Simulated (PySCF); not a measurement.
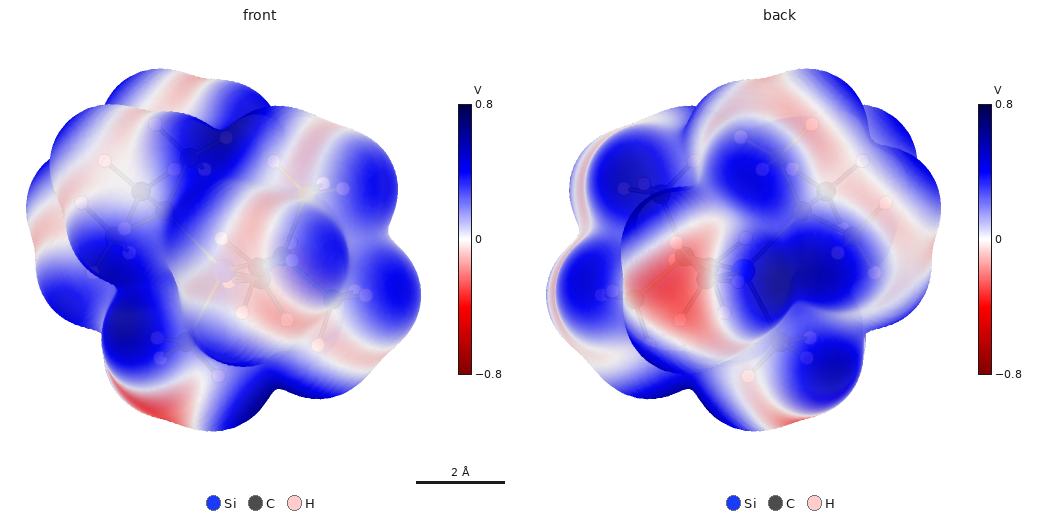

Figure. C10H24Si (Si(tBu)2Me2). The molecular electrostatic potential painted on the density surface at 0.002 e/bohr³, seen from the front and from behind; red is negative and blue positive.

Geometry: PBE0-D3(BJ)/def2-SVP.

All numbers below come from PBE0/pcSseg-1, SCF density, gas phase, non-relativistic in PySCF.

```xyz
35

Si   -0.5625    0.0417   -0.3954
C    -0.6617   -0.0140    1.5304
C     0.2305   -1.1111    2.1157
C    -2.1178   -0.3128    1.9128
C    -0.2716    1.3387    2.1361
H     0.0757   -1.1892    3.2071
H     0.0108   -2.1010    1.6841
H     1.2999   -0.9061    1.9550
H    -2.4386   -1.3107    1.5764
H    -2.8202    0.4249    1.4915
H    -2.2358   -0.2827    3.0110
H    -0.9321    2.1489    1.7899
H     0.7623    1.6262    1.8952
H    -0.3532    1.2998    3.2375
C     1.2187   -0.0311   -1.1337
C     1.7794   -1.4558   -1.0680
C     2.1731    0.9272   -0.4168
C     1.1255    0.3864   -2.6075
H     2.7880   -1.4894   -1.5184
H     1.8701   -1.8257   -0.0362
H     1.1518   -2.1693   -1.6244
H     2.3536    0.6292    0.6272
H     1.7948    1.9622   -0.4102
H     3.1540    0.9419   -0.9254
H     0.8166    1.4366   -2.7205
H     0.4142   -0.2355   -3.1750
H     2.1113    0.2795   -3.0951
C    -1.3891    1.6402   -0.9708
H    -1.5876    1.6132   -2.0532
H    -0.7645    2.5235   -0.7647
H    -2.3543    1.7874   -0.4610
C    -1.5400   -1.4147   -1.0963
H    -2.6179   -1.2911   -0.9105
H    -1.2287   -2.3728   -0.6514
H    -1.3998   -1.4914   -2.1861
```

Which sites attract a positive test charge, and which a negative one?

A positive charge is drawn to the negative regions and a negative charge to the positive ones. The most negative region (about −0.3 V) lies over C28 and C32, the most positive (about +0.6 V) over the H atoms.

How polar is the molecule by this calculation?

Its dipole moment is 0.05 D.
